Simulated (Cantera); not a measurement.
Feed: 1 mol Si3N4, 11 mol H2O, 3.2 mol H2, at 0.100 bar.

Cantera equilibrium calculation (NASA polynomials, part measured and part estimated; ideal gas, pure solids and liquids). Candidate condensed phases: H2O, Si, SiO2, Si2N2O, Si3N4; 35 gas species. The tables hold silica as quartz up to 1696 K and as liquid above; real silica turns to tridymite and cristobalite and melts near 1996 K. Gases not in the tables: Si(OH)4. The numbers say what is thermodynamically allowed, not how fast it happens.

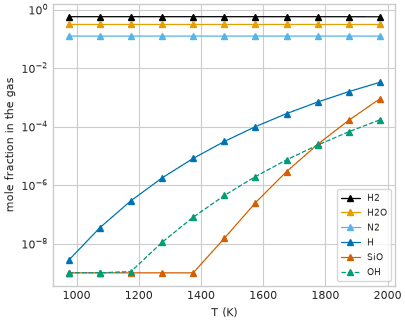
Equilibrium gas composition (values under 1e-9 drawn at 1e-9)

From 975 K to 1675 K the condensed part is SiO2(β-quartz). From 1775 K to 1975 K the condensed part is SiO2(condensed).
